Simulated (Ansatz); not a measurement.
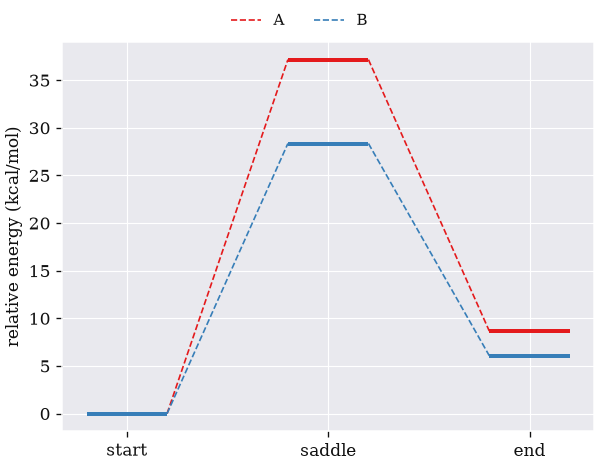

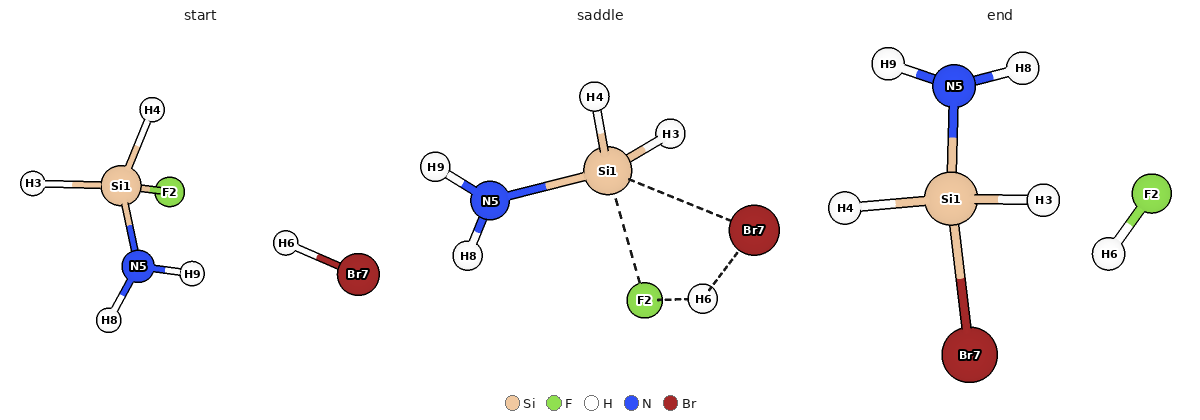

One elementary step of SiNH₅BrF: start, first-order saddle point (changing pairs dashed) and end. Electronic energies at PBE0-D4/def2-TZVP geometries, energies in def2-TZVPP, the Ansatz code 0.2.0; cores frozen in correlated methods, no zero-point terms. Start and end are the structures at the ends of the path (complexes, where there are several molecules). On heavy atoms the filled d shell below the valence is correlated. The limit is the MP2 basis limit plus CCSD(T) less MP2 in triple zeta. Lines between the levels only guide the eye.

In the step Si1–Br7 (4.17 → 2.71 → 2.28 Å) and F2–H6 (2.07 → 1.11 → 0.93 Å) form; Si1–F2 (1.62 → 1.89 → 3.43 Å) and H6–Br7 (1.43 → 1.71 → 2.36 Å) break (lengths at start, saddle and end; changes of bond order aren't listed).

The profiles are CCSD(T) at the basis limit and PBE-D4. Which is which?

Answer. A: CCSD(T) at the basis limit (barrier 37.2, step 8.7 kcal/mol); B: PBE-D4 (barrier 28.4, step 6.1 kcal/mol).

Limits of at least one run: no scalar relativity up to krypton.
